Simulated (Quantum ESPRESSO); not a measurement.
# Collinear magnetic orders of NiSO4 with Quantum ESPRESSO, part 2 of 2

Wanted: the moments of NiSO4 and the energy of each order that was tried.

Quantum ESPRESSO 7.5; LDA; plane waves with GBRV 1.5 LDA potentials, no spin-orbit coupling.

So far, absolute magnetization (μB): step 2 (start 1: ferro ++) 4.11.

## 3. Run 2, typed as antiferro +−

File pw.in:

```
&CONTROL
  calculation = 'scf'
  prefix = 'pwscf'
  outdir = './tmp'
  pseudo_dir = './pseudo'
  disk_io = 'nowf'
/
&SYSTEM
  ibrav = 0
  nat = 12
  ntyp = 4
  ecutwfc = 40
  ecutrho = 280
  nbnd = 63
  occupations = 'smearing'
  smearing = 'fd'
  degauss = 0.00367493
  nspin = 2
  starting_magnetization(1) = 0.1111
  starting_magnetization(2) = -0.1111
  starting_magnetization(3) = 0
  starting_magnetization(4) = 0
/
&ELECTRONS
  conv_thr = 2.4d-08
  electron_maxstep = 150
  mixing_beta = 0.3
/
ATOMIC_SPECIES
Ni1    58.6934 ni_lda_v1.4.uspp.F.UPF
Ni2    58.6934 ni_lda_v1.4.uspp.F.UPF
S      32.0600 s_lda_v1.4.uspp.F.UPF
O      15.9990 o_lda_v1.2.uspp.F.UPF
CELL_PARAMETERS angstrom
   2.5775000000   -3.9210000000    0.0000000000
   2.5775000000    3.9210000000    0.0000000000
   0.0000000000    0.0000000000    6.3380000000
ATOMIC_POSITIONS crystal
Ni1     0.0000000000    0.0000000000    0.0000000000
Ni2     0.0000000000    0.0000000000    0.5000000000
S       0.6400000000    0.3600000000    0.2500000000
S       0.3600000000    0.6400000000    0.7500000000
O       0.7500000000    0.2500000000    0.0500000000
O       0.2500000000    0.7500000000    0.5500000000
O       0.2500000000    0.7500000000    0.9500000000
O       0.7500000000    0.2500000000    0.4500000000
O       0.7700000000    0.7300000000    0.2500000000
O       0.2300000000    0.2700000000    0.7500000000
O       0.7300000000    0.7700000000    0.7500000000
O       0.2700000000    0.2300000000    0.2500000000
K_POINTS automatic
6 6 6 0 0 0
```

Launch:

```bash
> OMP_NUM_THREADS=1 mpirun -n 4 pw.x -nk 4 -in pw.in > pw.out
```

The program printed:

```text
[banner, memory and clock lines left out]
Program PWSCF v.7.5 starts

     Message from routine setup:
     using ibrav=0 with symmetry is DISCOURAGED, use correct ibrav instead

     bravais-lattice index     =            0
     lattice parameter (alat)  =       8.8672  a.u.
     unit-cell volume          =     864.5186 (a.u.)^3
     number of atoms/cell      =           12
     number of atomic types    =            4
     number of electrons       =        96.00
     number of Kohn-Sham states=           63
     kinetic-energy cutoff     =      40.0000  Ry
     charge density cutoff     =     280.0000  Ry
     scf convergence threshold =      2.4E-08
     mixing beta               =       0.3000
     number of iterations used =            8  plain     mixing
     Exchange-correlation= SLA  PZ   NOGX NOGC
                           (   1   1   0   0   0   0   0)

     celldm(1)=   8.867176  celldm(2)=   0.000000  celldm(3)=   0.000000
     celldm(4)=   0.000000  celldm(5)=   0.000000  celldm(6)=   0.000000

     crystal axes: (cart. coord. in units of alat)
               a(1) = (   0.549303  -0.835623   0.000000 )
               a(2) = (   0.549303   0.835623   0.000000 )
               a(3) = (   0.000000   0.000000   1.350721 )

     reciprocal axes: (cart. coord. in units 2 pi/alat)
               b(1) = (  0.910244 -0.598356  0.000000 )
               b(2) = (  0.910244  0.598356 -0.000000 )
               b(3) = ( -0.000000  0.000000  0.740345 )

     PseudoPot. # 1 for Ni read from file:
     ni_lda_v1.4.uspp.F.UPF
     Pseudo is Ultrasoft + core correction, Zval = 18.0

     PseudoPot. # 2 for Ni read from file:
     ni_lda_v1.4.uspp.F.UPF
     Pseudo is Ultrasoft + core correction, Zval = 18.0

     PseudoPot. # 3 for S  read from file:
     s_lda_v1.4.uspp.F.UPF
     Pseudo is Ultrasoft + core correction, Zval =  6.0

     PseudoPot. # 4 for O  read from file:
     o_lda_v1.2.uspp.F.UPF
     Pseudo is Ultrasoft + core correction, Zval =  6.0

     atomic species   valence    mass     pseudopotential
     Ni1              18.00    58.69340     Ni( 1.00)
     Ni2              18.00    58.69340     Ni( 1.00)
     S                 6.00    32.06000     S ( 1.00)
     O                 6.00    15.99900     O ( 1.00)

     Starting magnetic structure
     atomic species   magnetization
     Ni1             0.111
     Ni2            -0.111
     S               0.000
     O               0.000

      4 Sym. Ops., with inversion, found

   Cartesian axes

     site n.     atom                  positions (alat units)
         1        Ni1    tau(   1) = (   0.0000000   0.0000000   0.0000000  )
         2        Ni2    tau(   2) = (   0.0000000   0.0000000   0.6753607  )
         3        S      tau(   3) = (   0.5493033  -0.2339744   0.3376804  )
         4        S      tau(   4) = (   0.5493033   0.2339744   1.0130411  )
         5        O      tau(   5) = (   0.5493033  -0.4178115   0.0675361  )
         6        O      tau(   6) = (   0.5493033   0.4178115   0.7428968  )
         7        O      tau(   7) = (   0.5493033   0.4178115   1.2831854  )
         8        O      tau(   8) = (   0.5493033  -0.4178115   0.6078246  )
         9        O      tau(   9) = (   0.8239550  -0.0334249   0.3376804  )
        10        O      tau(  10) = (   0.2746517   0.0334249   1.0130411  )
        11        O      tau(  11) = (   0.8239550   0.0334249   1.0130411  )
        12        O      tau(  12) = (   0.2746517  -0.0334249   0.3376804  )

     number of k points=    68  Fermi-Dirac smearing, width (Ry)=  0.0037
                       cart. coord. in units 2pi/alat
        k(    1) = (   0.0000000   0.0000000   0.0000000), wk =   0.0046296
        k(    2) = (   0.0000000   0.0000000   0.1233908), wk =   0.0092593
        k(    3) = (   0.0000000   0.0000000   0.2467817), wk =   0.0092593
        k(    4) = (   0.0000000   0.0000000  -0.3701725), wk =   0.0046296
        k(    5) = (   0.1517073   0.0997260   0.0000000), wk =   0.0185185
        [... 63 further k-points ...]

     Dense  grid:    68401 G-vectors     FFT dimensions: (  48,  48,  64)

     Smooth grid:    29479 G-vectors     FFT dimensions: (  36,  36,  50)

     Check: negative core charge=   -0.000007
     Generating pointlists ...
     new r_m :   0.1746 (alat units)  1.5481 (a.u.) for type    1
     new r_m :   0.1746 (alat units)  1.5481 (a.u.) for type    2
     new r_m :   0.1348 (alat units)  1.1952 (a.u.) for type    3
     new r_m :   0.1348 (alat units)  1.1952 (a.u.) for type    4

     Initial potential from superposition of free atoms

     starting charge      91.9999, renormalised to      96.0000
     Starting wfcs are   66 randomized atomic wfcs

     Self-consistent Calculation

     iteration #  1     ecut=    40.00 Ry     beta= 0.30
     Davidson diagonalization with overlap
     ethr =  1.00E-02,  avg # of iterations =  4.5

     total energy              =    -988.63046826 Ry
     estimated scf accuracy    <      13.85329653 Ry

     total magnetization       =     0.00 Bohr mag/cell
     absolute magnetization    =     3.83 Bohr mag/cell

     iteration #  2     ecut=    40.00 Ry     beta= 0.30
     Davidson diagonalization with overlap
     ethr =  1.00E-02,  avg # of iterations =  3.0

     total energy              =    -991.22263688 Ry
     estimated scf accuracy    <      11.99853700 Ry

     total magnetization       =    -0.00 Bohr mag/cell
     absolute magnetization    =     0.40 Bohr mag/cell

     [... further iterations left out ...]

     iteration # 13     ecut=    40.00 Ry     beta= 0.30
     Davidson diagonalization with overlap
     ethr =  3.02E-10,  avg # of iterations =  4.2

     total energy              =    -992.60849312 Ry
     estimated scf accuracy    <       0.00000005 Ry

     total magnetization       =     0.00 Bohr mag/cell
     absolute magnetization    =     3.47 Bohr mag/cell

     iteration # 14     ecut=    40.00 Ry     beta= 0.30
     Davidson diagonalization with overlap
     ethr =  5.08E-11,  avg # of iterations =  2.1

     Magnetic moment per site  (integrated on atomic sphere of radius R)
     atom   1 (R=0.175)  charge= 15.4035  magn=  1.4566
     atom   2 (R=0.175)  charge= 15.4035  magn= -1.4566
     atom   3 (R=0.135)  charge=  1.3783  magn=  0.0000
     atom   4 (R=0.135)  charge=  1.3783  magn=  0.0000
     atom   5 (R=0.135)  charge=  4.1849  magn=  0.0222
     atom   6 (R=0.135)  charge=  4.1849  magn= -0.0222
     atom   7 (R=0.135)  charge=  4.1849  magn=  0.0222
     atom   8 (R=0.135)  charge=  4.1849  magn= -0.0222
     atom   9 (R=0.135)  charge=  4.1626  magn= -0.0000
     atom  10 (R=0.135)  charge=  4.1626  magn= -0.0000
     atom  11 (R=0.135)  charge=  4.1626  magn= -0.0000
     atom  12 (R=0.135)  charge=  4.1626  magn= -0.0000

     End of self-consistent calculation

     Number of k-points >= 100: set verbosity='high' to print the bands.

     the Fermi energy is     7.4444 ev

!    total energy              =    -992.60849283 Ry
     estimated scf accuracy    <          9.6E-09 Ry
     smearing contrib. (-TS)   =      -0.00001284 Ry
     internal energy E=F+TS    =    -992.60847999 Ry

     The total energy is F=E-TS. E is the sum of the following terms:
     one-electron contribution =    -701.44856931 Ry
     hartree contribution      =     397.78375333 Ry
     xc contribution           =    -144.44198989 Ry
     ewald contribution        =    -544.50167412 Ry

     total magnetization       =    -0.00 Bohr mag/cell
     absolute magnetization    =     3.47 Bohr mag/cell

     convergence has been achieved in  14 iterations
```

The job ended after 3.3 min (4 MPI ranks of Arm Neoverse V2, shared host; peak memory 1.2 GiB; 13 min of CPU time).

Spin moment in the atom's sphere by atom:

```tsv
atom	spin moment in the atom's sphere (μB)
Ni1	1.46
Ni2	-1.46
S3	0.00
S4	0.00
O5	0.02
O6	-0.02
O7	0.02
O8	-0.02
O9	0.00
O10	0.00
O11	0.00
O12	0.00
```

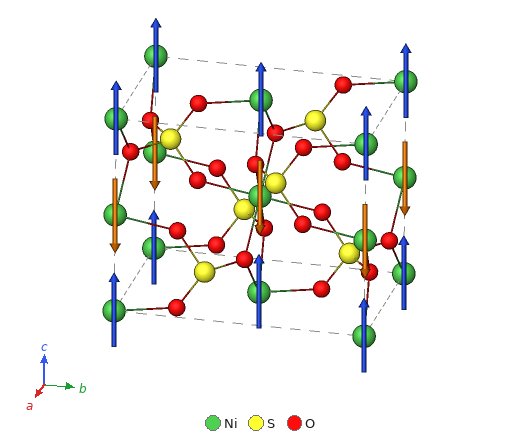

Spin moment in the atom's sphere as arrows, the longest 1.46 μB. Up and down stand for the sign. Arrows give size and sign along the axis of quantisation, drawn up and down the page. The two directions have two colours. Some periodic images of atoms are drawn too.

Read from the output:

* smearing term TS: 1.75e-4 eV
* magnetization: 0 μB
* absolute magnetization: 3.475 μB
* final state: antiferromagnetic

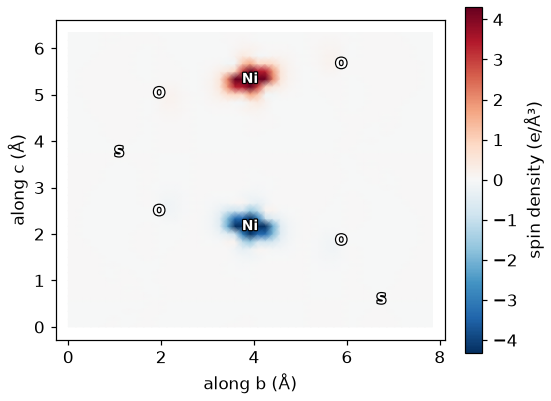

Spin density in the bc plane of the conventional cell at fractional x = 0.000, with atoms of Ni and S and O within 0.2 Å of it. The map starts off the cell's origin, so that atoms lie inside it.

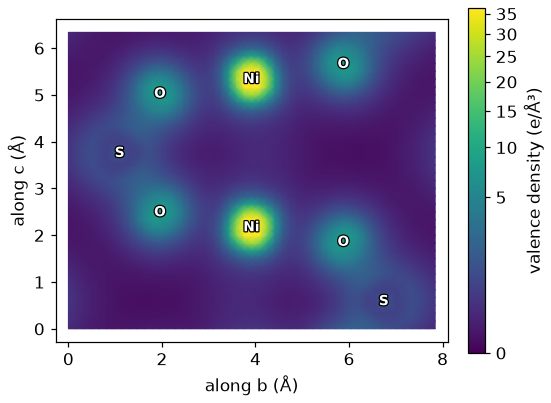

Valence density in the bc plane of the conventional cell at fractional x = 0.000, with atoms of Ni and S and O within 0.2 Å of it. It is the smooth field of the valence electrons, not physical close to the nuclei. The map starts off the cell's origin, so that atoms lie inside it. The colour scale is stretched toward low values.

## 4. Energies of the orders

An order is kept where moments of 0.15 μB or more survive with the typed signs; meshes match where a doubled cell samples the same k points as the first cell.

Orders:

```tsv
start	final state	typed order kept	energy over the lowest (meV a seeded atom)	largest site moment (μB)	net moment (μB a cell of the first run)	mesh matched	CPU time (s)
ferro ++	ferromagnetic	yes	74.97	1.55	3.991	yes	606.5
antiferro +-	antiferromagnetic	yes	0	1.457	0	yes	800.5
```

## 5. What came out

| Item | Value |
| --- | --- |
| lowest state found | antiferromagnetic (from antiferro +-) |
| largest site moment | 1.46 μB |
| next state with moments | ferromagnetic, 75.0 meV a seeded atom higher |

**Reading.** This is the lowest of 2 collinear or spinless starts, no proof of the ground state. No Hubbard term acts here. In such compounds local and semilocal functionals without one often delocalise the d electrons, and can shrink or lose moments and miss the size, sign and order of the couplings.

[Logs and program files are shortened in this print: banners, set-up blocks, solver, clock and traceback lines can be left out without a mark of their own.]

[Logs are printed without paths, hosts, clocks, repeated set-up lines and the standing remarks that a program may print on its own settings, such as how far it seeks lower states.]

[Hosts, paths, dates, database ids (printed as entryN), source tags and the programs' standing remarks are cut or masked in the printed files.]

[Where a cell is said to come from a database of computed structures, the database is the Materials Project.]
